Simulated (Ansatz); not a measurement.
Partial pair distribution functions of a relaxed model of amorphous In$_{9}$Ga$_{9}$Zn$_{9}$O$_{38}$Ti, broadened by 0.06 Å; density 5.79 g/cm³. Level of theory: PBE, scalar-relativistic without spin-orbit coupling (plane waves to 420 eV, PAW; Ansatz, a quantum-chemistry and plane-wave program).

It comes from a melt-quench run on a machine-learned potential (CHGNet), relaxed afterwards by DFT. O atoms were pushed apart under 1.9 Å during the dynamics, to hinder bonds among them. The hot cell started wider than the set density and was brought back towards it in steps. It is the lowest in DFT energy of 2 quenches. It is a model cell: composition and starting density were chosen by hand, and all elements were melted together. No dispersion term was used. Its density started from a set value of 5.79 and ended at 5.79 g/cm³. The quench (nominally 260 K/ps over its main leg) was far faster than any real one, so the model tends to hold more defects than a real film. Values belong to this one cell and scatter from quench to quench. The volume was held where the preparation left it and the shape relaxed, at a PBE pressure of 3.4 GPa. Stress components on the final sampling reach 3.5 GPa.

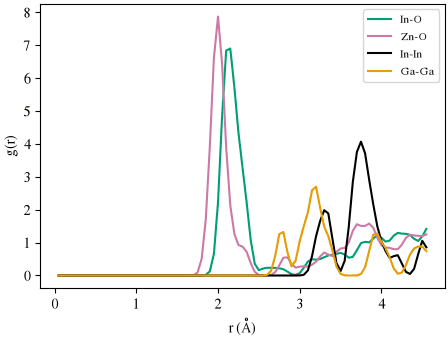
*Partial pair distribution functions*

Highest peaks under 4.5 Å: In-O near 2.15 Å, Zn-O near 2.00 Å, In-In near 3.75 Å, Ga-Ga near 3.20 Å; pairs of few atoms are noisy.

Within 2.88 Å each In has 5.56 O neighbours on average.
